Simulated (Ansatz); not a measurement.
**Tc (P6_3/mmc): the Drude term of Re ε in the infrared**

Re ε of Tc (P6_3/mmc) along x at low photon energies is read from one computed spectrum; the carriers' damping was typed as γ = 0.1 eV. x, y and z are the Cartesian axes of the input cell.

Symmetry: P6_3/mmc, No. 194, hexagonal system. The conventional cell has a = 2.740 Å, b = 2.740 Å, c = 4.398 Å, α = 90.00°, β = 90.00°, γ = 120.00°. Tc on site c is surrounded by 12 Tc at 2.71 to 2.74 Å.

Method: Ansatz 0.2.0, PBE, independent particles, k-mesh 15×15×8 with interpolation inside its cells, Gaussian parameter 0.1 eV.

Launch of the response step: `ansatz run input.yaml --threads 4 --pin off --max-ram 8192MiB --backend cpu --events-out ev --progress --plain --runs-dir out`. The run took 1.7 min, on 4 threads of Arm Neoverse V1 (shared host).

```tsv
photon energy E (eV)	wavelength (µm)	Re ε
0.25	4.96	-672.4
0.30	4.13	-462.5
0.35	3.54	-331.0
0.40	3.10	?
0.50	2.48	-147.8
0.60	2.07	-107.2
0.70	1.77	-86.5
```

A Drude term over a constant background gives Re ε = ε_b − ωp²/(E² + γ²), linear in 1/(E² + γ²).

Working, on the rows shown:

| x = 1/(E² + γ²) (eV⁻²) | y = Re ε |
| --- | --- |
| 13.7931 | -672.4 |
| 10 | -462.5 |
| 7.54717 | -331 |
| 3.84615 | -147.8 |
| 2.7027 | -107.2 |
| 2 | -86.5 |

Means: x̄ = 6.6482, ȳ = -301.23. Σ(x − x̄)(y − ȳ) = -5413, Σ(x − x̄)² = 108.1. Slope = -5413 / 108.1 = -50.06; intercept = ȳ − slope · x̄ = 31.608. The line misses the rows shown by at most 18.

Q: Predict the last column of the withheld row from the fit.

A: At x = 5.8824 the line gives y = -262.89. The run gave -244.9, so the interpolation is off by 18, 3 % of the range in the table.

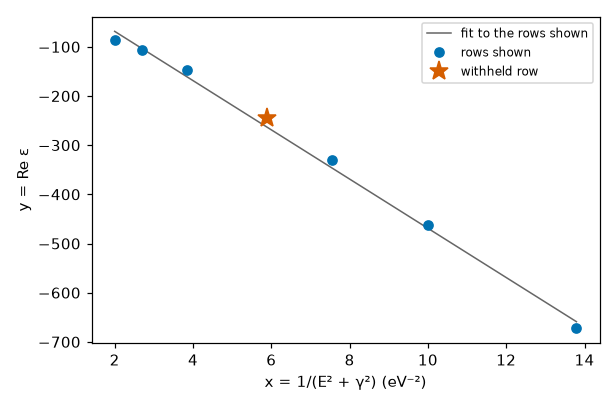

Refitted with all rows, the slope is -50.17 and the intercept 34.889. These give ωp = √(−slope) = 7.08 eV, against 7.57 eV from the program's Fermi-surface sum, and an intercept of 34.9. Taking the program's Drude term off the rows leaves 117 at the lowest energy and 28 at the highest, so the background isn't constant: interband transitions lie in or near the window, and neither fitted number can be trusted. The values come from a sum over the points of one k-mesh and carry its error, which is largest for Fermi-surface quantities. Spin-orbit coupling is left out.

[Logs are printed without paths, hosts, clocks, repeated set-up lines and the standing remarks that a program may print on its own settings, such as how far it seeks lower states.]
